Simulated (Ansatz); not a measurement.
# Fields on a plane of VN (rock salt)

```yaml
crystal:
  lattice:
    - [0.00000, 2.05840, 2.05840]
    - [2.05840, 0.00000, 2.05840]
    - [2.05840, 2.05840, 0.00000]
  atoms:
    - { symbol: N, position: [0.00000, 0.00000, 0.00000] }
    - { symbol: V, position: [0.50000, 0.50000, 0.50000] }
```

The slice is a {100} plane (indices of the conventional cell) through the point (0.500, 0.500, 0.500) (fractional), spanned by u = [100] and v = [0 1 -1] in vectors of this cell: u (2.91 Å) and v (2.91 Å, at 90° to u). It covers one period; positions are fractions (u, v).

Atoms on it: N at (0.50, 0.50); V at (0.00, 0.00).

Calculation: PBE (plane waves to 420 eV, PAW, scalar-relativistic; Ansatz, an electronic-structure program). k mesh 19×19×19. Inside the PAW spheres the values are not all-electron values, and peaks at nuclei hang on which shells count as valence. VN is run without spin polarisation. VN was relaxed with its symmetry unable to fall.

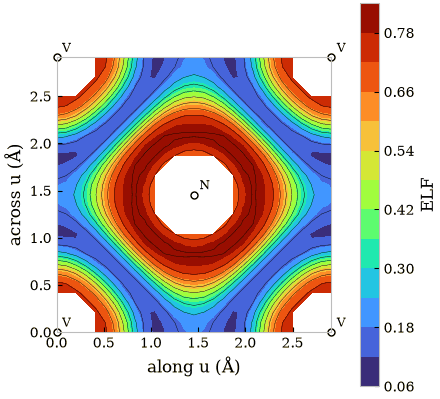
Fig. 1. Electron localisation function (ELF), one period of the plane, atoms marked. Points within 0.4 Å of a nucleus are left white, as the pseudised field means little there.

```
|@@@%%#+=-.         .-=+#%%@@|
|@@@%#*+=:.         .:=+*#%@@|
|@%%%#*+-:..       ..:-+*#%%%|
|%%##*+=-:...........:-=+*##%|
|##**+=-:.............:-=+**#|
|*+++=-:::::::::::::::::-=+++|
|===--::::::-------::::::--==|
|--:::.:::---=====---:::.:::-|
|......::--===+++===--::.....|
|   ...::-==+++++++==-::...  |
|    ..:--=++*****++=--:..   |
|    ..:-==+*******+==-:..   |
|    ..:-=++*******++=-:..   |
|    ..:-=++*******++=-:..   |
|    ..:-=++*******++=-:..   |
|    ..:-==+*******+==-:..   |
|    ..:--=++*****++=--:..   |
|   ...::-==+++++++==-::...  |
|......::--===+++===--::.....|
|--:::.:::---=====---:::.:::-|
|===--::::::-------::::::--==|
|*+++=-:::::::::::::::::-=+++|
|##**+=-:.............:-=+**#|
|%%##*+=-:...........:-=+*##%|
|@%%%#*+-:..       ..:-+*#%%%|
|@@@%#*+=:.         .:=+*#%@@|
|@@@%%#+=-.         .-=+#%%@@|
|@@@@%#*=-.         .-=*#%@@@|
```
Scale: ten equal steps from -0.64 (start of ' ') to 1.22 (end of '@'), in the order ' .:-=+*#%@'. Values: log₁₀ of the valence density in e/Å³. The map has 28 points along u (one character each, u = 0 at the left) and 28 along v (v = 0 in the bottom row). The scale is logarithmic, as a density can span decades between atoms and voids.

| Quantity | Value |
|---|---|
| Density on the N–V line (2.06 Å) at its midpoint | 0.57 e/Å³ |
| ELF at that point | 0.19 |
